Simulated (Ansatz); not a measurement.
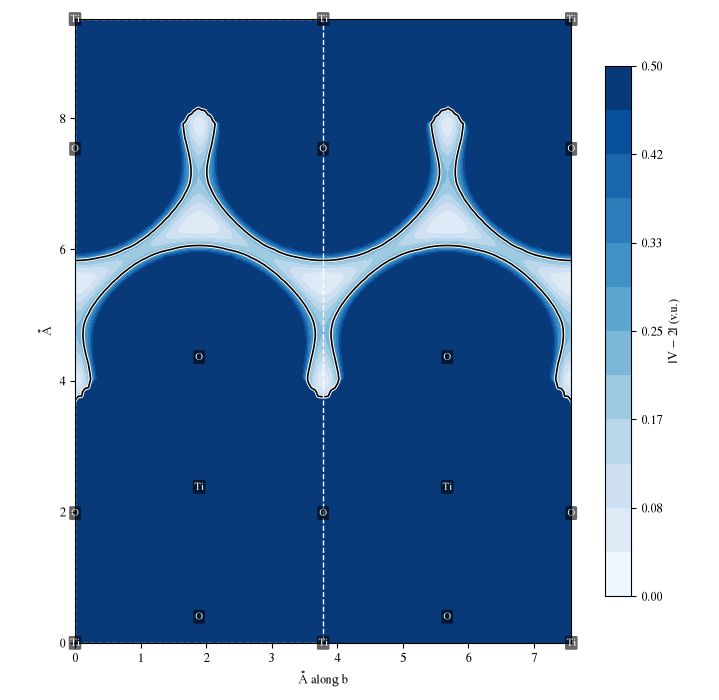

Bond-valence mismatch |V − 2| for Mg2+ in TiO₂ (I4_1/amd) on the section x = 0.000 (parallel to b and c; the dashed line is one cell); the black line is the 0.25 v.u. contour, and values above the scale's top are cut off.

At each point the valence sum V of a Mg2+ ion is computed from the anions within 5 Å (s = exp((R0 − d)/b), R0 fitted to published crystal structures with b = 0.37 Å; R0: Mg2+–O 1.677 Å). Points too close to the other cations are excluded (2.2 Å from Ti). Mg2+ is a guest here, not part of the formula. This is an empirical screen for pathways, not an energy calculation.

The cell is taken from the input geometry of an electronic-structure calculation (not necessarily at equilibrium).

```yaml
crystal:
  lattice:
    - [3.78450, 0.00000, 0.00000]
    - [0.00000, 3.78450, 0.00000]
    - [0.00000, 0.00000, 9.51430]
  atoms:
    - { symbol: Ti, position: [0.00000, 0.00000, 0.00000] }
    - { symbol: Ti, position: [0.00000, 0.50000, 0.25000] }
    - { symbol: O, position: [0.00000, 0.00000, 0.20806] }
    - { symbol: O, position: [0.00000, 0.50000, 0.45806] }
    - { symbol: O, position: [0.00000, 0.50000, 0.04194] }
    - { symbol: O, position: [0.50000, 0.50000, 0.29194] }
    - { symbol: Ti, position: [0.50000, 0.50000, 0.50000] }
    - { symbol: Ti, position: [0.50000, 0.00000, 0.75000] }
    - { symbol: O, position: [0.50000, 0.50000, 0.70806] }
    - { symbol: O, position: [0.50000, 0.00000, 0.95806] }
    - { symbol: O, position: [0.50000, 0.00000, 0.54194] }
    - { symbol: O, position: [0.00000, 0.00000, 0.79194] }
```

**In the whole crystal, how are the regions below 0.25 v.u. connected?**

The regions form a three-dimensional network.

**At which mismatch do paths open?**

From a mismatch of about 0.20 v.u. the regions form a three-dimensional network. These are grid estimates, good to about 0.1 v.u.
